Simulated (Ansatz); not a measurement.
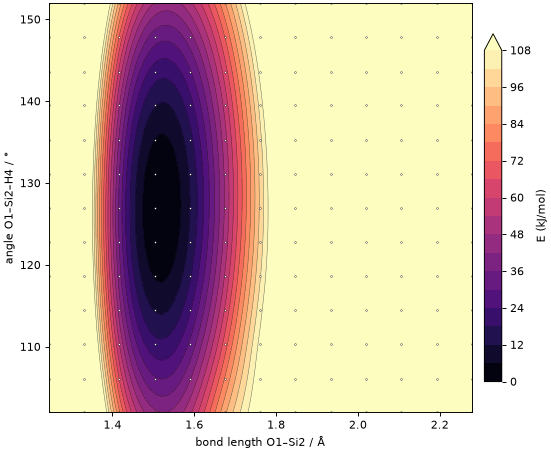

HOSSi, SMILES [O][SiH]=S, spin multiplicity 2. 
- The first coordinate is: bond length O1–Si2; the second: angle O1–Si2–H4.
- Nothing is relaxed (all other coordinates rigid).
- Grid: 13 × 13 points.
- Points are written as (first, second).
- Energies: kJ/mol, counted from the relaxed molecule at the same level.
- These are results of UKS PBE0-D4/def2-TZVP in Ansatz 0.2.0, not measurements.

The picture shows filled contours, dots at the grid points, one colour for all values above the top of the scale. Between grid points the surface is interpolated.

Question: Estimate the position of the minimum and the force constants in these coordinates.

Answer: The interpolated minimum is at bond length O1–Si2 ≈ 1.519 Å, angle O1–Si2–H4 ≈ 127.0°. The curvatures there are about 56 eV/Å² and 4.8 eV/rad², with a cross term of about −0.6 eV/(Å·rad). Round the minimum the two coordinates are nearly uncoupled. (1 eV is 96.5 kJ/mol.)
